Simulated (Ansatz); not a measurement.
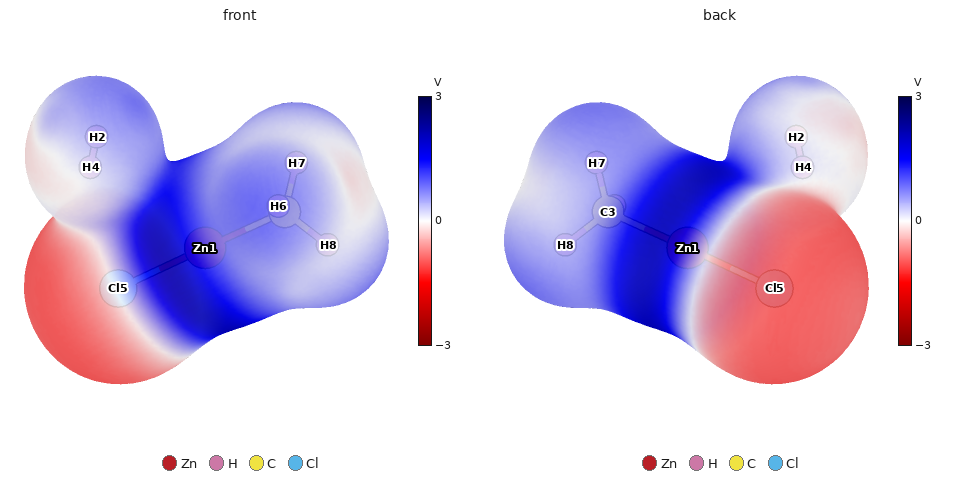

*CH3ClZn···H2. The molecular electrostatic potential painted on the density surface at 0.002 e/bohr³, seen from the front and from behind; the colour scale runs from red (negative) to blue (positive).*

All numbers below come from Ansatz, RKS PBE0-D4/def2-SVP.

```yaml
atoms:
  - { symbol: Zn, position_ang: [-0.7364, -0.4302, 0.4796] }
  - { symbol: H, position_ang: [-0.7888, 2.2117, -1.4708] }
  - { symbol: C, position_ang: [1.1423, -0.8588, 0.3905] }
  - { symbol: H, position_ang: [-1.3751, 1.8869, -1.1063] }
  - { symbol: Cl, position_ang: [-2.8082, 0.0235, 0.5917] }
  - { symbol: H, position_ang: [1.7525, 0.0035, 0.7005] }
  - { symbol: H, position_ang: [1.4307, -1.1310, -0.6364] }
  - { symbol: H, position_ang: [1.3830, -1.7056, 1.0511] }
```

Q: Describe the electrostatic potential map.

A: The most negative region (about −1.0 V) lies over Cl5, the most positive (about +2.0 V) over Zn1.
